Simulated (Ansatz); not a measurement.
**HNO2 (nitrous acid): BHLYP/STO-3G**

Aim: the vertical singlet–triplet gap of HNO2 (nitrous acid) at BHLYP/STO-3G, from 2 runs. 

Program for the calculation: Ansatz 0.2.0.

61 further runs of the same task are left out: 1 that didn't finish, 60 set aside as unsound or not needed.

### 1 The molecule

HNO2 has 4 atoms, charge 0, and is taken as a singlet. SMILES: `O=NO`. The coordinates come from a PBE0-D4/def2-TZVP relaxation.

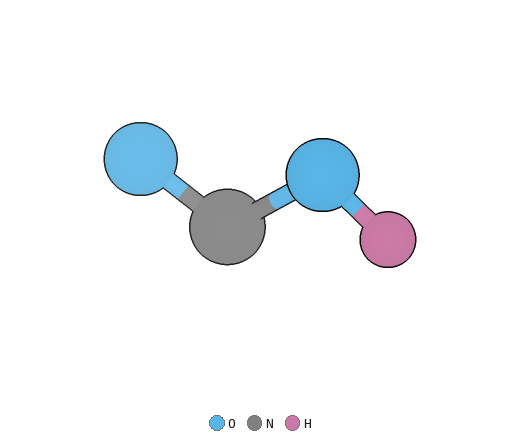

Viewed from a chosen angle; oxygen blue, nitrogen grey, hydrogen pink.

### 2 The energy at BHLYP/STO-3G

The input, molecule.yaml:

```yaml
crystal:
  periodic: [false, false, false]
  atoms:
    - {symbol: O, position_ang: [0.413650, 0.047230, 1.437260]}
    - {symbol: "N", position_ang: [0.320150, -0.419400, 0.377370]}
    - {symbol: O, position_ang: [-0.362650, 0.434660, -0.492650]}
    - {symbol: H, position_ang: [-0.371140, -0.062490, -1.321980]}
basis:
  gaussian: {orbitals: STO-3G}
accuracy: high
hamiltonian: {xc: {name: BHLYP}}
```

Command:

```bash
$ ansatz run molecule.yaml --threads 1 --pin off --max-ram 3480MiB --events-out events.jsonl --progress --plain --runs-dir runs
```

The log of the run:

```text
Warning: RAYON_NUM_THREADS=1 ignored (pool sized by the plan → 1); use --threads N
Functional definition: BHLYP
  name "BHLYP"
  parameter a = 0.5
  exchange = (1 - a)*b88_x + a*exact_x
  correlation = lyp_c
275 factors; integrals over basis functions are off by at most 2.3e-8 eV
mean field evaluation 1: about -5516.3063 eV, gradient 2.4e1 eV
mean field evaluation 2: about -5515.9021 eV, gradient 2.9e1 eV
mean field evaluation 4: about -5517.9063 eV, gradient 1.5e0 eV
mean field evaluation 8: about -5517.9815 eV, gradient 6.9e-3 eV
mean field evaluation 16: about -5517.9815 eV, gradient 9.8e-7 eV
mean field -5517.98154012 eV, -202.7820813772 hartree, gradient 6.0e-8 eV, S^2 0.000000; 0 other end points of the search recorded, 0 dependent functions left out
reference -5517.98155357 eV, -202.7820818714 hartree; 12, 12 occupied and 4, 4 virtual orbitals, 275 factors
Total energy: -5517.98155357 eV, -202.7820818714 hartree
```

Run time: 0.42 s. Hardware: 1 thread of Intel Xeon 6975P-C (Granite Rapids), shared host.

### 3 The triplet at the same level

Changes to molecule.yaml since step 2:

```diff
@@ -8,4 +8,9 @@
 basis:
-  gaussian: {orbitals: STO-3G}
+  gaussian:
+    orbitals: STO-3G
+hamiltonian:
+  xc: {name: BHLYP}
+magnetization:
+  spin_polarized: true
+  initial_magnetization: 2
 accuracy: high
-hamiltonian: {xc: {name: BHLYP}}
```

Command:

```bash
$ ansatz run molecule.yaml --threads 1 --pin off --max-ram 3480MiB --events-out events.jsonl --progress --plain --runs-dir runs
```

The log of the run:

```text
Warning: RAYON_NUM_THREADS=1 ignored (pool sized by the plan → 1); use --threads N
[... 5 set-up lines as earlier in the session ...]
275 factors; integrals over basis functions are off by at most 2.3e-8 eV
mean field evaluation 1: about -5515.5313 eV, gradient 9.3e0 eV
mean field evaluation 2: about -5515.8212 eV, gradient 8.1e0 eV
mean field evaluation 4: about -5516.1649 eV, gradient 5.1e-1 eV
mean field evaluation 8: about -5516.2571 eV, gradient 3.3e-2 eV
mean field evaluation 16: about -5516.2572 eV, gradient 7.0e-6 eV
mean field -5516.25720032 eV, -202.7187130583 hartree, gradient 8.0e-8 eV, S^2 2.009270; 0 other end points of the search recorded, 0 dependent functions left out
reference -5516.25721378 eV, -202.7187135531 hartree; 13, 11 occupied and 3, 5 virtual orbitals, 275 factors
Total energy: -5516.25721378 eV, -202.7187135531 hartree
```

Run time: 0.76 s. Hardware: 1 thread of Intel Xeon 6975P-C (Granite Rapids), shared host; peak memory 0.12 GiB.

### 4 What came out

Level: BHLYP/STO-3G.

```
                                        quantity          value
                           singlet: total energy  -202.78208 Eh
                           triplet: total energy  -202.71871 Eh
                                   triplet: ⟨S²⟩          2.009
vertical energy of the triplet above the singlet       1.724 eV
```

At this shape the triplet lies 1.72 eV (166 kJ/mol) above the singlet. In a minimal basis such a difference can be off by several eV, whatever the method.
